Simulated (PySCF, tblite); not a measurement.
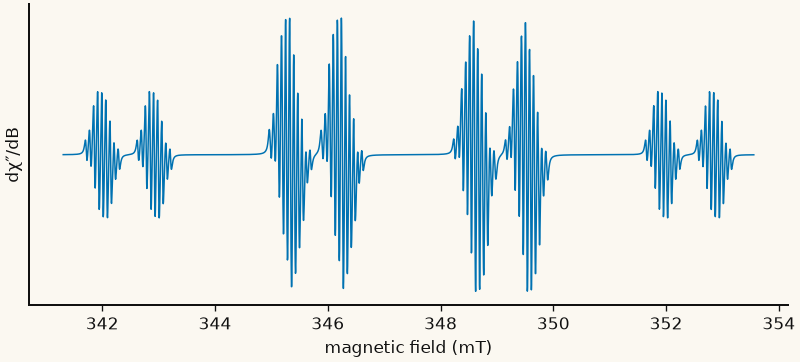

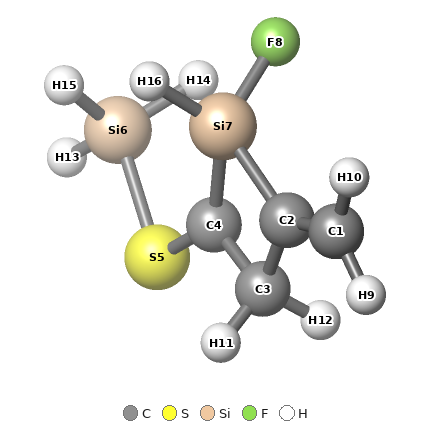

First-order isotropic EPR spectrum (fast tumbling, first derivative) of C₄H₈FSSi₂, SMILES C=C1C[C](S[SiH3])[Si@@H]1F, doublet at 9.75 GHz, Lorentzian lines of 0.05 mT full width at half height, from computed g and hyperfine couplings (B3LYP/pcH-1 in PySCF 2.14.0, at a GFN2-xTB geometry (a minimum by its frequencies), gas phase); values of one conformer, averaged over methyl-type rotors alone; other conformers aren't averaged in; no vibrational averaging; dilute isotopes left out. The SMILES is one Lewis form and needn't show where the spin sits.

> Which couplings does the calculation give? The spectrum shows the sizes of those above the line width, not their signs.

```
       nuclei  isotope  a (mT)  a (MHz)
          H12       ¹H    3.40     95.5
           F8      ¹⁹F    3.28     91.9
          H11       ¹H    3.26     91.4
          H16       ¹H    0.92     25.7
H13, H14, H15       ¹H    0.15      4.1
           H9       ¹H   −0.08     −2.2
          H10       ¹H   −0.07     −1.9
```

> What is the g value, and how wide is the spectrum?

g_iso = 2.0050, which centres the spectrum at 347.4 mT; it spans 11.4 mT.

Caveats: the tight-binding geometry is rougher than a DFT one and adds to the error.
